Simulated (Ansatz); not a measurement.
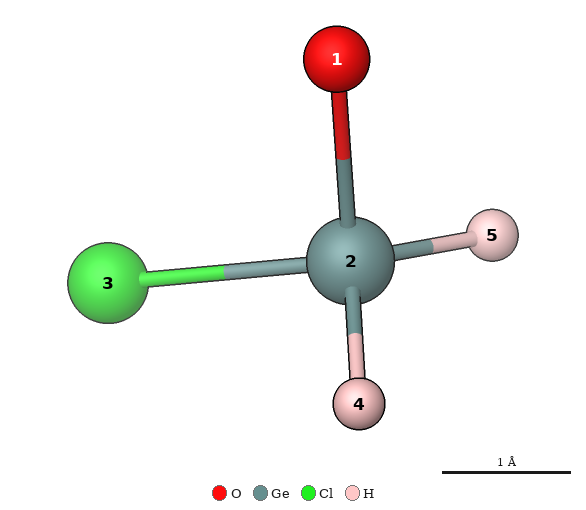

(Drawn from a calculation with Ansatz.)

Orthographic view. Depth is shown by fading: the farther an atom, the more it takes the colour of the background. State: neutral, doublet. Geometry: atoms displaced at random (about 0.06 Å) from a stationary point of PBE0-D4.

Give the geometry as a Z-matrix, atoms in numerical order, with these reference atoms: 2 to 1; 3 to 2, 1; 4 to 2, 1, 3; 5 to 2, 4, 1.

```
O  
Ge   1   1.890
Cl   2   2.192   1   106.2
H    2   1.578   1   103.0   3  -114.1
H    2   1.432   4   119.7   1   115.7
```
